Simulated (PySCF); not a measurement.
# C3H8BN: the cost of one run

Programs: PySCF 2.14.0, with density-fitted response routines of our own. Each step states its level of theory. These are calculated values for one molecule in the gas phase, unless marked as measured. Atoms count from 0, in the outputs and in this text.

## (1) The molecule as given

13 atoms, charge 0, multiplicity 1; geometry from: GFN2-xTB. The atoms were then displaced at random by about 0.01 Å, so the start is not that level's minimum.

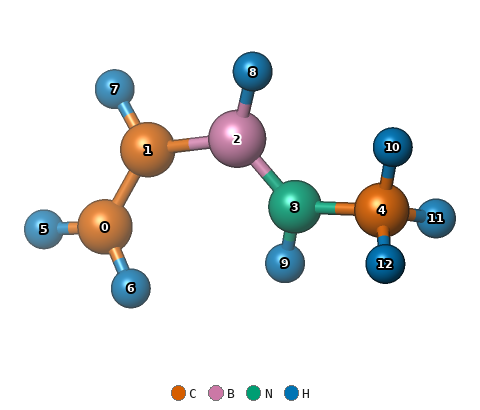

As it starts; carbon orange, boron pink, nitrogen teal, hydrogen blue, atoms numbered; sticks join atoms by distance.

## (2) Geometry optimisation at PBE0-D3(BJ)/def2-SVP

What the job is given:

```
{"job": {"xc": "PBE0", "basis": "def2-SVP", "d3": "d3bj", "grid": 1, "shake": 0.01, "kind": "geom"}, "charge": 0, "multiplicity": 1}
C      2.317190    -0.519760    -0.368550
C      1.633160     0.493160     0.213950
B      0.089360     0.793050     0.061970
N     -0.735980    -0.234480    -0.194060
C     -2.202410    -0.171850    -0.372010
H      3.356250    -0.641160    -0.260360
H      1.811380    -1.202360    -1.022680
H      2.239360     1.181550     0.824820
H     -0.314630     1.890240     0.206020
H     -0.424200    -1.184120    -0.268210
H     -2.531350     0.865750    -0.251620
H     -2.709610    -0.768670     0.397920
H     -2.522690    -0.518210    -1.360440
```

Run with:

```console
$ OMP_NUM_THREADS=1 python probes_run.py task.json out
```

The driver reads the jobs from task.json and runs them one after another.

Q: Estimate the wall time and peak memory of this first job on 1 thread of Arm Neoverse N1, shared host.

About 38 s, with a peak of 0.44 GiB.
